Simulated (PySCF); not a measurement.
Frequency calculation, with input and output: MoH2O3

- system: MoH2O3, multiplicity 3
- method: UKS-based PBE0, Mo def2-TZVP with ECP28, O def2-TZVP, H def2-TZVP; non-relativistic Hamiltonian with a scalar-relativistic core potential; density fitting (PySCF 2.14.0)

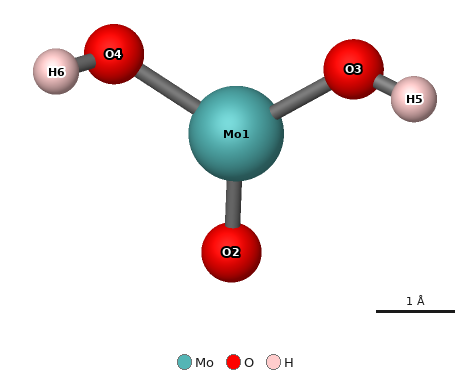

Figure 1. The structure (ball-and-stick view, seen at a tilt; atoms are numbered from 1 in the order of the input). Sticks mark near contacts. Bond lengths as drawn: H–O 0.96 Å and Mo–O 1.67 to 1.90 Å.

Input file
```python
from pyscf import gto, scf, dft
mol = gto.M(atom='''
Mo     0.062015    -0.000492    -0.022500
O      1.702974    -0.285964     0.040902
O     -0.781881     1.693499     0.114496
O     -1.168956    -1.448542    -0.050839
H     -0.472659     2.506001     0.516982
H     -1.280965    -2.101048     0.643787''',
    basis={'Mo': 'def2-TZVP', 'O': 'def2-TZVP', 'H': 'def2-TZVP'},
    ecp={'Mo': 'def2-TZVP'},
    charge=0, spin=2)
mf = dft.UKS(mol, xc='PBE0')
mf.grids.atom_grid = (75, 302)
aux = {'Mo': 'def2-universal-JKFIT', 'O': 'def2-universal-JKFIT', 'H': 'def2-universal-JKFIT'}
mf = mf.density_fit(auxbasis=aux)
mf.conv_tol = 1e-09
mf.diis_space = 10
mf.max_cycle = 60
mf.verbose = 4
mf.kernel()
```

The script is an equivalent of the set-up of the self-consistent field. The run itself was carried out by a driver, which started from the orbitals of the step before it where there was one and computed the further properties.

Command:
```bash
OMP_NUM_THREADS=4 python axn.py task.json out
```

Output
```
init E= -295.022276842647
  alpha nocc = 21  HOMO = -0.233486677364279  LUMO = -0.050172247377567
  beta  nocc = 19  HOMO = -0.339541522503258  LUMO = -0.0939212706939117
  HOMO = -0.233486677364  LUMO = -0.0939212706939  gap/eV = 3.79777
cycle= 1 E= -295.022276842618  delta_E= 2.88e-11  |g|= 1.05e-05  |ddm|= 8.17e-06
  alpha nocc = 21  HOMO = -0.233486054965891  LUMO = -0.0501708606478035
  beta  nocc = 19  HOMO = -0.339541898501016  LUMO = -0.0939199727301272
  HOMO = -0.233486054966  LUMO = -0.0939199727301  gap/eV = 3.79779
cycle= 2 E= -295.022276842475  delta_E= 1.43e-10  |g|= 2.22e-05  |ddm|= 1.63e-05
  alpha nocc = 21  HOMO = -0.233486378941105  LUMO = -0.0501717590501035
  beta  nocc = 19  HOMO = -0.339541566974309  LUMO = -0.0939207868438423
  HOMO = -0.233486378941  LUMO = -0.0939207868438  gap/eV = 3.79777
cycle= 3 E= -295.022276842657  delta_E= -1.82e-10  |g|= 1.25e-06  |ddm|= 1.12e-05
  alpha nocc = 21  HOMO = -0.233486443922221  LUMO = -0.050171796678374
  beta  nocc = 19  HOMO = -0.339541592760369  LUMO = -0.0939208402805463
  HOMO = -0.233486443922  LUMO = -0.0939208402805  gap/eV = 3.79777
cycle= 4 E= -295.02227684266  delta_E= -2.67e-12  |g|= 1.87e-07  |ddm|= 5.95e-07
  alpha nocc = 21  HOMO = -0.233486440506528  LUMO = -0.0501718035310411
  beta  nocc = 19  HOMO = -0.339541596699134  LUMO = -0.0939208380642853
  HOMO = -0.233486440507  LUMO = -0.0939208380643  gap/eV = 3.79777
Extra cycle  E= -295.022276842659  delta_E= 1.14e-12  |g|= 2.11e-07  |ddm|= 7.16e-07
converged SCF energy = -295.022276842659  <S^2> = 2.0168459  2S+1 = 3.0112097
```

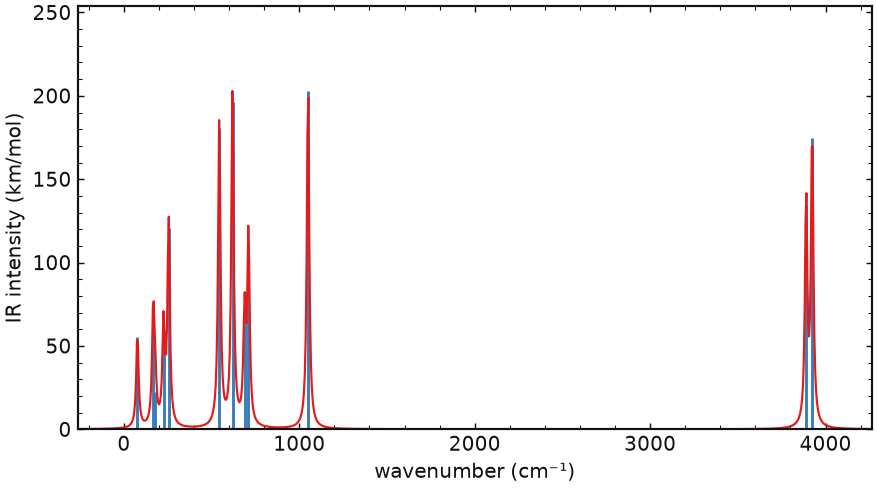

Figure 2. Harmonic infrared spectrum, unscaled: sticks (degenerate modes added up, dark ones marked on the axis) with a Lorentzian envelope of 16 cm⁻¹ full width, scaled to the tallest stick. 12 modes from 77 to 3924 cm⁻¹, none imaginary. The strongest line is at 1050 cm⁻¹ (203 km/mol). All modes, in cm⁻¹ (km/mol): 77 (55), 168 (69), 179 (23), 226 (59), 255 (121), 544 (181), 619 (197), 688 (64), 710 (112), 1050 (203), 3889 (134), 3924 (175).

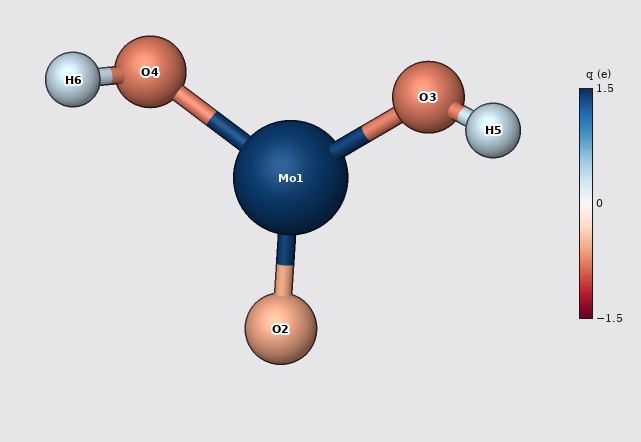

Figure 3. Mulliken charges, as the colour of each atom (ball-and-stick view, seen at a tilt; atoms are numbered from 1 in the order of the input; Mulliken charges depend strongly on the basis). By element: Mo +1.43, O −0.77 to −0.57 and H +0.34 e.

Summary

- outcome: converged
- total energy: −295.022277 hartree
- ⟨S²⟩: 2.017
- zero-point energy: 0.028087 hartree
- dipole moment: 1.73 D
- wavenumbers, lowest and highest: 77 and 3924 cm⁻¹
- hardware: 4 threads of Intel Xeon (Granite Rapids), 32 GiB of memory available, shared host
- wall time: 3.5 min (CPU time 13 min)
- peak memory: 2 GiB
